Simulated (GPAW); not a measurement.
Consider Na2MoO4 (Fd-3m).

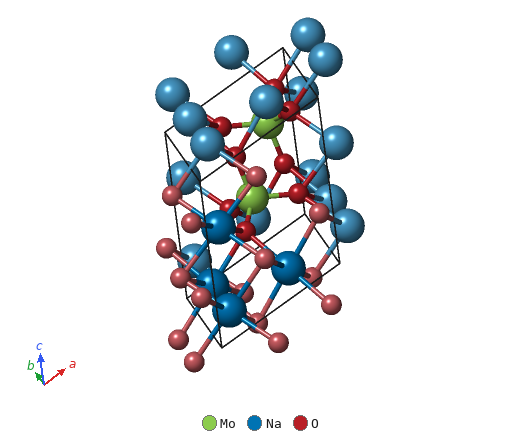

The structure (molybdenum green, sodium blue, oxygen red). Some periodic images of atoms are drawn too.

```cif
data_structure
_symmetry_space_group_name_H-M 'P 1'
_symmetry_Int_Tables_number 1
_cell_length_a 6.4410
_cell_length_b 6.4410
_cell_length_c 6.4410
_cell_angle_alpha 60.000
_cell_angle_beta 60.000
_cell_angle_gamma 60.000
_cell_volume 188.94
loop_
_atom_site_label
_atom_site_type_symbol
_atom_site_fract_x
_atom_site_fract_y
_atom_site_fract_z
_atom_site_occupancy
Mo1 Mo 0.75000 0.75000 0.75000 1
Mo2 Mo 0.50000 0.50000 0.50000 1
Na3 Na 0.12500 0.62500 0.12500 1
Na4 Na 0.12500 0.12500 0.62500 1
Na5 Na 0.62500 0.12500 0.12500 1
Na6 Na 0.12500 0.12500 0.12500 1
O7 O 0.86229 0.86229 0.41313 1
O8 O 0.38771 0.83687 0.38771 1
O9 O 0.86229 0.86229 0.86229 1
O10 O 0.83687 0.38771 0.38771 1
O11 O 0.86229 0.41313 0.86229 1
O12 O 0.38771 0.38771 0.83687 1
O13 O 0.41313 0.86229 0.86229 1
O14 O 0.38771 0.38771 0.38771 1
```

Absorber: atom 7, with 1 Mo at 1.77 Å (terminal, site symmetry 3m). Method: GPAW, LDA, full core hole (charged cell), 14-atom cell with 6.4 Å between holes, 4×4×4 k points, dipole transitions, Gaussian full width 0.9 eV up to 4 eV, rising linearly to 3.5 eV at 25 eV.

What does the O K edge look like?

Main maxima up to 24 eV above the zero (height): 0.1 eV (2.79), 1.7 eV (2.94), 8.3 eV (1.75) and 15.2 eV (1.18). A K edge sees empty p states; the first features are O p mixed into the empty d states of the Mo neighbours, and the broad ones above probably into the cations' higher empty bands. The total-energy difference plus the lowest empty eigenvalue puts the zero at 534.66 eV. One term is added: -8.83 eV, since the hole is spin-paired here and a spin-polarised one costs that much less in the free atom (computed apart). The photon energy is then 525.83 eV. The functional and the charged cell's background leave an error in such absolute values: in the free atom LDA prices this hole 4.1 eV below PBE (computed apart), and PBE is itself good to a few eV.

The O K spectrum (energy from the lowest empty level; intensity scaled to a mean of 1 over the first 20 eV):

```tsv
E (eV)	intensity
-2.0	0.00
-0.5	0.86
1.0	1.21
2.5	0.70
4.0	0.35
5.5	0.89
7.0	1.07
8.5	1.73
10.0	1.01
11.5	0.46
13.0	0.56
14.5	1.08
16.0	1.09
17.5	0.80
19.0	0.69
20.5	0.65
22.0	0.77
23.5	0.99
25.0	1.13
26.5	1.01
28.0	0.80
29.5	0.73
31.0	0.70
```

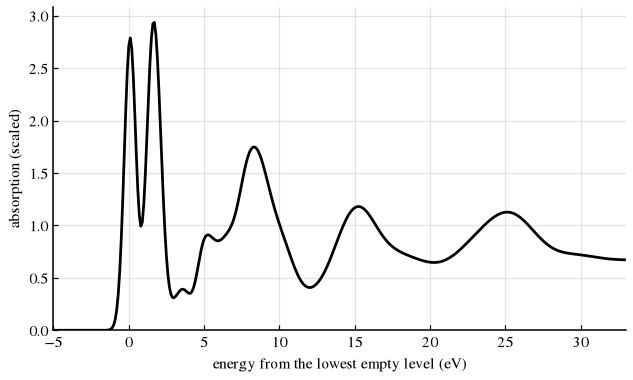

The O K edge.

The holes are only 6.4 Å apart, so the shape is probably not converged with cell size; no larger cell was run here. The mesh is coarse (0.30 Å⁻¹ between points), so small maxima may be mesh ripples. The structure is a published determination, not relaxed.

[Banner, clock and machine lines of the logs are left out without a mark of their own.]

[Logs are printed without paths, hosts, clocks, repeated set-up lines and the standing remarks that a program may print on its own settings, such as how far it seeks lower states.]

[Hosts, paths, dates, database ids (printed as entryN), source tags and the programs' standing remarks are cut or masked in the printed files.]

[Lists of maxima count a maximum above −3 eV only where it reaches 4 % of the highest in the window and stands out from its surroundings by 2 % of it (1.5 % where it reaches 55 %); shoulders and weaker maxima are passed over, and of the rest the first, up to two pre-edge ones and the few strongest are named.]
